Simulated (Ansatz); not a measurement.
C4H9AlFN

Input

```
crystal:
  periodic: [false, false, false]
  atoms:
    - {symbol: C, position_ang: [2.299744, -0.153998, 2.425855]}
    - {symbol: C, position_ang: [1.379620, 0.030614, 1.331183]}
    - {symbol: N, position_ang: [0.653005, 0.180988, 0.462128]}
    - {symbol: Al, position_ang: [-0.610996, 0.509714, -1.117167]}
    - {symbol: C, position_ang: [-0.354633, -1.134286, -2.156096]}
    - {symbol: C, position_ang: [-2.298254, 0.868412, -0.183164]}
    - {symbol: F, position_ang: [0.185787, 1.865594, -1.708654]}
    - {symbol: H, position_ang: [2.790955, -1.123901, 2.334084]}
    - {symbol: H, position_ang: [3.052973, 0.635192, 2.404376]}
    - {symbol: H, position_ang: [1.758913, -0.110636, 3.372448]}
    - {symbol: H, position_ang: [-0.645459, -2.027817, -1.592767]}
    - {symbol: H, position_ang: [-0.962549, -1.125896, -3.067089]}
    - {symbol: H, position_ang: [0.685517, -1.265840, -2.471243]}
    - {symbol: H, position_ang: [-3.106125, 1.079976, -0.891761]}
    - {symbol: H, position_ang: [-2.625351, 0.014286, 0.420008]}
    - {symbol: H, position_ang: [-2.226049, 1.734899, 0.482062]}
basis:
  gaussian: {orbitals: def2-TZVPP}
hamiltonian: {xc: pbe0, dispersion: d4}
output: {orbitals: {seedname: orbitals}}
```

Launched as:

```sh
ansatz run in.yaml --threads 4 --pin off --events-out ev --progress --plain --max-ram 11315MiB
```

Geometry: PBE0-D4/def2-TZVP.

Level of theory: RKS PBE0-D4/def2-TZVPP (Ansatz).

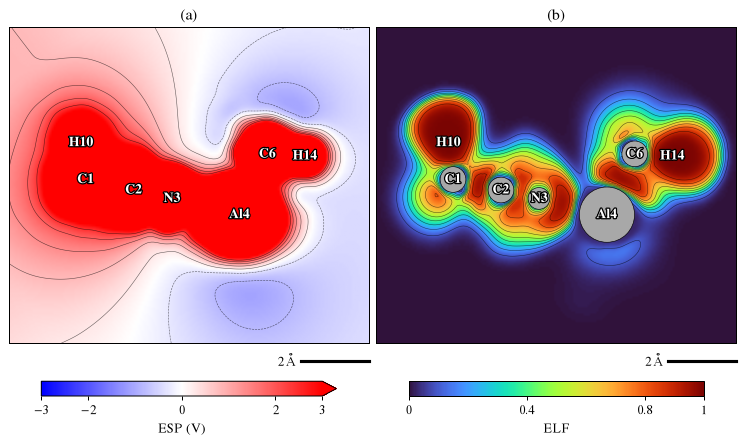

Figure 1. (a) electrostatic potential; (b) electron localisation function on the plane of atoms Al4, C6 and H14. Grey discs cover the atomic cores in the ELF map.

Question: Interpret the plot.

Answer:
- The section cuts through C, N, Al and H sites.
- C–N (1.14 Å): the ELF peaks at about 0.85 between the atoms; a multiple bond.
- C–C (1.44 Å): the ELF peaks at about 0.95 between the atoms: a covalent bond.
- C–Al (1.96 Å): the ELF peaks at about 0.95 between the atoms; a shared but strongly polarised pair.
- Al–N (2.05 Å): the ELF peaks at about 0.95 in the valence shell of N, 0.7 Å from its nucleus, and is about 0.65 at the midpoint.
- C–H (1.09 Å): the ELF climbs to about 1 towards the hydrogen, as it does in any bond to H (a covalent bond by its length).
- Outside the dense part of the molecule the potential is most negative (−1.1 V) near C5 and C6, which lies off the plane.

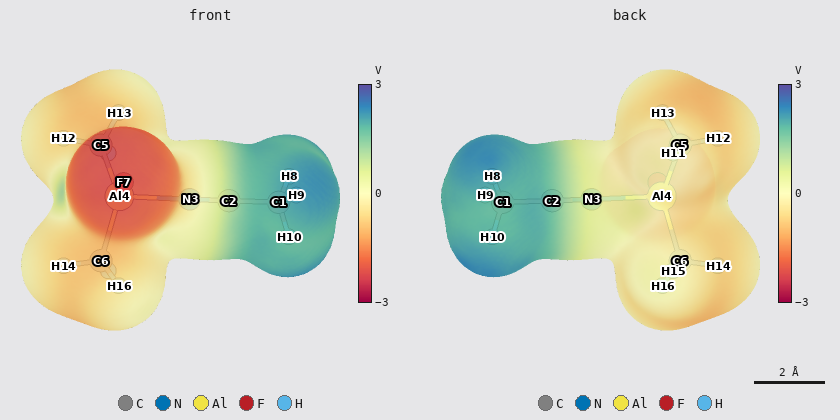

Figure 2. The electrostatic potential painted on the density surface at 0.002 e/bohr³, seen from the front and from behind; the colour scale runs from red (negative) to blue (positive).

Question: Where is the surface potential most negative and most positive?

Answer: The most negative region (about −2.2 V) lies over F7, the most positive (about +2.3 V) over H8 and H10.

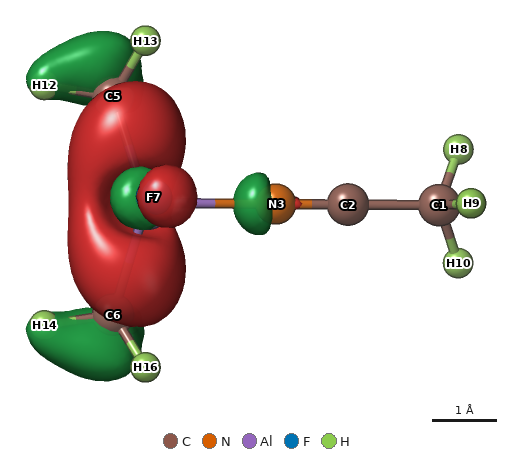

Figure 3. The HOMO−1 at ±0.15 Å⁻³ᐟ² (green and red are the two phases), seen across its widest extent.

Question: Describe this orbital and give its energy.

Answer: By Hirshfeld shares it lies mainly on C5 (about 25 %), C6 (about 25 %), Al4 (about 20 %) and F7 (about 10 %). Its energy is −8.12 eV.
